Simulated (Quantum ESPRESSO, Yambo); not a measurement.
# A GW chain in Yambo: GaAs (F-43m), part 3 of 3

How does a plane-wave GW calculation on GaAs (F-43m) run from the first input to the gap?

Quantum ESPRESSO 7.5 and Yambo 5.3.0; PBE and many-body steps on it, plane waves. Known limits of the many-body steps: not at the basis limit; no spin-orbit coupling; coarse k mesh.

So far. Step 3 (Bands along the symmetry lines): The gap is 0.518 eV, as in the run before at this level. Step 4 (Empty states on the mesh, 4×4×4 mesh, 210 bands): On this mesh the gap is 0.518 eV.

**6. Screening and self-energy, 4×4×4 mesh, 210 bands, screening to 210.9 eV**

Now the one-shot GW correction: screening in the RPA, then the self-energy of the levels asked for.

This step: G0W0 on PBE, plane waves, norm-conserving pseudopotentials.

gw1.in reads:

```
HF_and_locXC
gw0
dyson
ppa
em1d
rim_cut
RandQpts= 1000000
RandGvec= 1 RL
EXXRLvcs= 104 Ry
VXCRLvcs= 416 Ry
Chimod= "HARTREE"
% BndsRnXp
 1 | 210 |
%
NGsBlkXp= 15.5 Ry
% LongDrXp
 1 | 1 | 1 |
%
% GbndRnge
 1 | 210 |
%
DysSolver= "n"
ExtendOut
PPAPntXp= 27.21138 eV
% QPkrange
 1 | 8 | 20 | 26 |
%
```

On the command line:

```console
> OMP_NUM_THREADS=1 mpirun -n 4 yambo -F gw1.in -J gw1 -C gw1 > gw1.log
```

The log of the run:

```text
 Yambo, version 5.3.0

 [02] CORE Variables Setup
 =========================

  [... cell, symmetries and grids as in the set-up ...]

  [02.05] Energies & Occupations
  ==============================

  [X] === General ===
  [X] Electronic Temperature                        :  0.000000  0.000000 [eV K]
  [X] Bosonic    Temperature                        :  0.000000  0.000000 [eV K]
  [X] Finite Temperature mode                       : no
  [X] El. density                                   :  0.97390E+24 [cm-3]
  [X] Fermi Level                                   :  9.827511 [eV]

  [X] === Gaps and Widths ===
  [X] Conduction Band Min                           :  0.518057 [eV]
  [X] Valence Band Max                              :  0.000000 [eV]
  [X] Filled Bands                                  :  22
  [X] Empty Bands                                   :   23  210
  [X] Direct Gap                                    :  0.518057 [eV]
  [X] Direct Gap localized at k                     :  1
  [X] Indirect Gap                                  :  0.518057 [eV]
  [X] Indirect Gap between kpts                     :  1  1
  [X] Last valence band width                       :  3.339194 [eV]
  [X] 1st conduction band width                     :  4.106600 [eV]

 [03] Transferred momenta grid and indexing
 ==========================================

 IBZ Q-points                                      :   8
 BZ  Q-points                                      :   64

 K/Q-points units:
 rlu = crystal or reduced units; cc = cartesian coordinates; iku = interal k-units

 Q [1]          [rlu]:  0.000000  0.000000  0.000000
 Q [2]          [rlu]: -0.91587E-18 -0.91587E-18  0.25000
 Q [3]          [rlu]:  0.18317E-17  0.18317E-17 -0.50000
 Q [4]          [rlu]: -0.26116E-17  0.25000      0.25000
 Q [5]          [rlu]:  0.71282E-16  0.25000      0.50000
 Q [6]          [rlu]:  0.18317E-17  0.25000     -0.25000
 Q [7]          [rlu]:  0.52231E-17 -0.50000     -0.50000
 Q [8]          [rlu]:  0.250000 -0.500000 -0.250000

 [04] Coloumb potential Random Integration (RIM)
 ===============================================

  [04.01] RIM initialization
  ==========================

  * Diagonal components only detected *

  8 x (sBL volume)        :  0.101699 [a.u.]
  sBZ random points       :  1000000
  Points outside the sBZ  :   7987327
  RL volume               :  0.813588 [a.u.]
  Integrated volume       :  0.814879 [a.u.]

  [04.02] RIM integrals
  =====================

  Gamma point sphere radius             :  0.084669 [a.u.]
  Points outside the sphere             :   799513
  [Int_sBZ(q=0) 1/q^2]*(Vol_sBZ)^(-1/3) =:  7.764325
                                 should be <:  7.795600

  Summary of Coulomb integrals for non-metallic bands |Q|[au] RIM/Bare

  Q [1] 0.100000E-4 0.995988 * Q [2] 0.254653 1.066317
  Q [4] 0.294048 1.065091 * Q [6] 0.415847 1.027759
  Q [5] 0.487623 1.020584 * Q [3] 0.509306 1.018268
  Q [7] 0.588096 1.014689 * Q [8] 0.657511 1.011648

 [05] Dipoles
 ============

  [05.01] Setup: observables and procedures
  =========================================

 [06] Dynamic Dielectric Matrix (PPA)
 ====================================

 [WR./gw1//ndb.pp]---------------------------------------------------------------
  Brillouin Zone Q/K grids (IBZ/BZ)                :    8   64    8   64
  RL vectors                                       :   6567 [WF]
  Coulomb cutoff potential                         : none
  Electronic Temperature                           :  0.000000 [K]
  Bosonic    Temperature                           :  0.000000 [K]
  PPA    diel. fun.  energies                      : Perdew, Burke & Ernzerhof(X)+Perdew, Burke & Ernzerhof(C)
  wavefunctions                                    : Perdew, Burke & Ernzerhof(X)+Perdew, Burke & Ernzerhof(C)
  Global Gauge                                     : length
  X matrix size                                    :   339
  X band range                                     :    1  210
  X e/h energy range                               : -1.000000 -1.000000 [eV]
  X Time ordering                                  : R
  X Hxc Kernel                                     : HARTREE
  X Drude frequency                                :  0.000000  0.000000
  X poles                                          :  100.0000 [o/o]
  RL vectors in the sum                            :   6567
  [r,Vnl] included                                 : yes
  Field direction                                  :  0.577350E-5  0.577350E-5  0.577350E-5
  BZ energy Double Grid                            : no
  BZ energy DbGd points                            : 0
  BZ Q point size factor                           : -1.000000
  X Optical Averaged directions                    : none

 [07] Local Exchange-Correlation + Non-Local Fock
 ================================================

 [VXC] Plane waves :   43655
 [EXS] Plane waves :   5601

 QP @ state[ 1 ] K range:   1   8
 QP @ state[ 1 ] b range:  20  26

 [xc] Functional : Perdew, Burke & Ernzerhof(X)+Perdew, Burke & Ernzerhof(C)
 [xc] LIBXC used to calculate xc functional
  PP Number of Atomic Species                      :  2
  NLCC RL compoments                               :   43655
  PP Number of Atomic Species                      :  2
  NLCC RL compoments                               :   43655

 [xc] E_xc :  -45.46123 [Ha]
      E_xc :  -90.92245 [Ry]

  Local XC kind (lXC) : Perdew, Burke & Ernzerhof(X)+Perdew, Burke & Ernzerhof(C)
  Non-Local XC kind (nlXC) : Hartree-Fock

  Corrections @ K [1] :  [eV]
 <20|nlXC|20> = -15.93725  0.30438E-17 <20|lXC|20> = -14.36257 -0.94408E-16
 <21|nlXC|21> = -15.93716  0.11670E-16 <21|lXC|21> = -14.36257 -0.94408E-16
 <22|nlXC|22> = -15.93719 -0.13811E-16 <22|lXC|22> = -14.36257  0.000000
 <23|nlXC|23> = -10.69830  0.32942E-17 <23|lXC|23> = -14.69845  0.47204E-16
 <24|nlXC|24> = -7.088747 -0.18023E-18 <24|lXC|24> = -11.53165 -0.35403E-16
 <25|nlXC|25> = -7.088333  0.20078E-17 <25|lXC|25> = -11.53165  0.37763E-15
 <26|nlXC|26> = -7.088724  0.11637E-17 <26|lXC|26> = -11.53165  0.000000

  Corrections @ K [2] :  [eV]
 <20|nlXC|20> = -16.19786 -0.31221E-17 <20|lXC|20> = -13.31446 -0.37763E-15
 <21|nlXC|21> = -15.51986 -0.70401E-18 <21|lXC|21> = -13.75908 -0.18882E-15
 <22|nlXC|22> = -15.52029  0.26215E-17 <22|lXC|22> = -13.75908  0.14161E-15
[...]
Corrections @ K [3] :  [eV]
[...]
Corrections @ K [4] :  [eV]
[...]
Corrections @ K [5] :  [eV]
[...]
[... 2 further k-points ...]
  Corrections @ K [8] :  [eV]
[...]
<22|nlXC|22> = -14.11648 -0.10421E-16 <22|lXC|22> = -11.49465  0.000000
 <23|nlXC|23> = -8.542972  0.21260E-17 <23|lXC|23> = -13.58460  0.47204E-16
 <24|nlXC|24> = -6.655441 -0.40989E-17 <24|lXC|24> = -10.95971  0.14161E-15
 <25|nlXC|25> = -6.572401 -0.34972E-18 <25|lXC|25> = -11.67127  0.47204E-16
 <26|nlXC|26> = -5.708824 -0.96165E-19 <26|lXC|26> = -10.37117  0.17702E-16

  [07.01] Hartree-Fock occupations report
  =======================================

  [Hartree-Fock] === General ===
  [Hartree-Fock] Electronic Temperature             :  0.000000  0.000000 [eV K]
  [Hartree-Fock] Bosonic    Temperature             :  0.000000  0.000000 [eV K]
  [Hartree-Fock] Finite Temperature mode            : no
  [Hartree-Fock] El. density                        :  0.97390E+24 [cm-3]
  [Hartree-Fock] Fermi Level                        :  9.827511 [eV]

  [Hartree-Fock] === Gaps and Widths ===
  [Hartree-Fock] Conduction Band Min                :  4.518205 [eV]
  [Hartree-Fock] Valence Band Max                   : -1.574619 [eV]
  [Hartree-Fock] Filled Bands                       :  22
  [Hartree-Fock] Empty Bands                        :   23  210
  [Hartree-Fock] Direct Gap                         :  6.092824 [eV]
  [Hartree-Fock] Direct Gap localized at k          :  1
  [Hartree-Fock] Indirect Gap                       :  6.092824 [eV]
  [Hartree-Fock] Indirect Gap between kpts          :  1  1
  [Hartree-Fock] Last valence band width            :  4.386413 [eV]
  [Hartree-Fock] 1st conduction band width          :  5.148085 [eV]

 [08] Dyson equation: Newton solver
 ==================================

  [08.01] G0W0 (W PPA)
  ====================

  [  GW  ] Bands range     :    1  210
  [GW/PPA] G damping       :  0.100000 [eV]

  QP @ state[ 1 ] K range:   1   8
  QP @ state[ 1 ] b range:  20  26

   Sc/G bands                                       :    1  210
   Sc/G damping                                     :  0.100000 ev
   Sc bands terminator                              : no
   Sx RL components                                 :   5601

   QP @ state[ 1 ] K range                          :   1   8
   QP @ state[ 1 ] b range                          :  20  26
   GF energies kind                                 : Perdew, Burke & Ernzerhof(X)+Perdew, Burke & Ernzerhof(C)
   GF WF`s kind                                     : Perdew, Burke & Ernzerhof(X)+Perdew, Burke & Ernzerhof(C)
   Xs energies kind                                 : Perdew, Burke & Ernzerhof(X)+Perdew, Burke & Ernzerhof(C)
   Xs WF`s kind                                     : Perdew, Burke & Ernzerhof(X)+Perdew, Burke & Ernzerhof(C)

 [11] Game Over & Game summary
```

The job ended after 19 min (4 MPI ranks of Arm Neoverse V1, shared host; peak memory 2.3 GiB).

This step gave:

```
G0W0 gap on the mesh                         : 1.142 eV
starting gap on the mesh                     : 0.5181 eV
k of the valence top                         : 0, 0, 0
k of the conduction bottom                   : 0, 0, 0
least direct G0W0 gap on the computed points : 1.142 eV
Z at the valence top                         : 0.7950
Z at the conduction bottom                   : 0.7981
```

The gap on the mesh goes from 0.52 eV to 1.14 eV, a correction of +0.62 eV.

Limits: finite bands, cutoff and mesh; no spin-orbit coupling; coarse k mesh. v1 is the top filled band, c1 the lowest empty one. The levels before and after the correction (eV, zero at the valence-band top of each column):

|  | conduction bottom | valence top |
| --- | --- | --- |
| Kohn-Sham | 0.52 | 0.00 |
| G0W0 | 1.14 | 0.00 |

|  | level | energy (eV) |
| --- | --- | --- |
| Kohn-Sham | Γ v3-v1 | 0.000 |
| Kohn-Sham | Γ c1 | 0.518 |
| Kohn-Sham | Γ c2-c4 | 3.737 |
| G0W0 | Γ v3-v1 | 0.000 |
| G0W0 | Γ c1 | 1.142 |
| G0W0 | Γ c2-c4 | 4.325 |

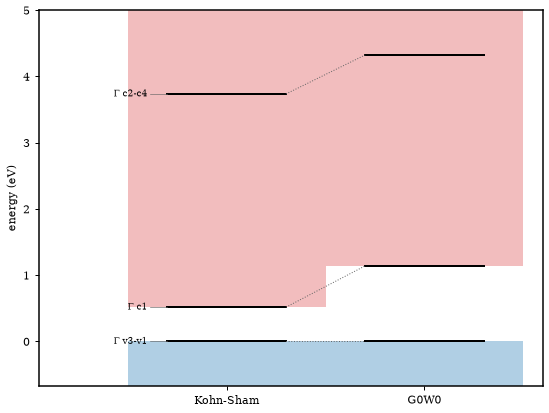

Levels before and after the correction. Shaded: valence and conduction bands.

**7. Where the time went**

Times are wall times on the hardware named with each run, good to a factor of about two.

| step | time | share | memory (GiB) |
| --- | --- | --- | --- |
| ground state | 13 s | 1 % | 0.34 |
| bands along the symmetry lines | 7.8 s | 1 % | 0.27 |
| empty states on the mesh | 24 s | 2 % | 0.6 |
| conversion and set-up | 3.2 s | 0 % | 0.26 |
| screening and self-energy | 19 min | 96 % | 2.3 |

**8. Summary of results**

| Property | Result |
| --- | --- |
| PBE gap | 0.52 eV, direct |
| G0W0 gap on the mesh | 1.14 eV |
| GW settings | 4×4×4 mesh, 210 bands, screening to 210.9 eV, Godby-Needs plasmon pole |
| known limits | not at the basis limit; no spin-orbit coupling; coarse k mesh |

In words: G0W0 moves the gap on the mesh from 0.52 eV to 1.14 eV (+0.62 eV), with Z of 0.79 and 0.80 at the edges. The dearest step here is «screening and self-energy». Against experiment, by G0W0@PBE: the direct gap of 1.14 eV lies −0.37 eV from the measured 1.51 eV (exciton, 77 K, 2020); the direct gap of 1.14 eV lies −0.28 eV from the measured 1.42 eV (exciton, 300 K, 2014); the direct gap of 1.14 eV lies −0.28 eV from the measured 1.418 ± 0.005 eV (direct, 300 K, 2008); the direct gap of 1.14 eV lies −0.27 eV from the measured 1.412 ± 0.01 eV (direct, 300 K, 2008). An exciton line or allowed optical edge lies below the quasiparticle gap by the binding energy; a forbidden edge can push the onset above it. The calculation has static nuclei and no excitons; a measured gap holds zero-point and thermal motion, which mostly lowers it. Bands and cutoff are finite, so the gap is not at the basis limit. The miss can reach some tenths of an eV and take either sign; the mesh is an error of its own. The 4×4×4 mesh is coarse for this cell, which bears on the long-range parts of exchange and screening. The many-body steps are scalar-relativistic: spin-orbit coupling is not in them.

[Paths, hosts, dates, memory and timing lines, banners, echoed tables and standing remarks are left out of the program output.]

[Logs are printed without paths, hosts, clocks, repeated set-up lines and the standing remarks that a program may print on its own settings, such as how far it seeks lower states.]

[Runs of the session that timed out or met a known fault of the program may be left out.]

[Hosts, paths, dates, database ids (printed as entryN), source tags and the programs' standing remarks are cut or masked in the printed files.]
